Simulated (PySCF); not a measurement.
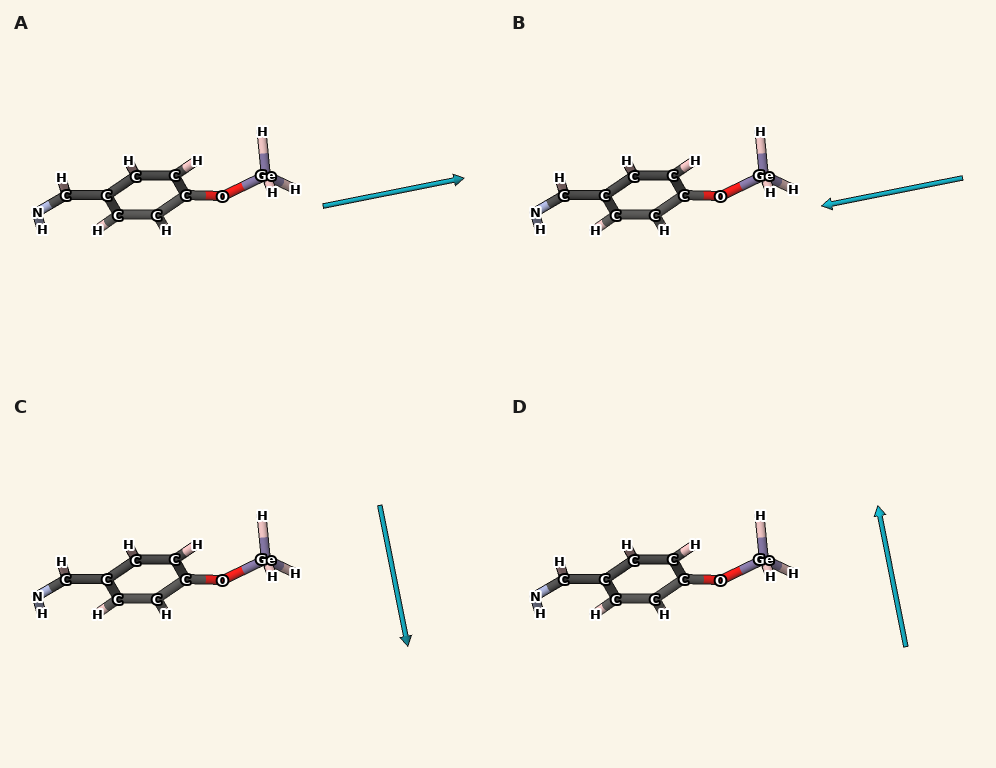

The same molecule four times, each with an arrow. Computed geometry: GFN2-xTB optimisation. No frequency run is at hand to confirm it as a minimum. Properties computed with PBE0/pcSseg-1, gas phase (PySCF 2.14.0).

### Which arrow points along the dipole moment, from the negative to the positive end?

A. The dipole moment is 4.52 D.

The geometry is semi-empirical. Around Ge such bond lengths and angles can be off by a tenth of an ångström or more and by several degrees, and values that hang on the shape move with them.
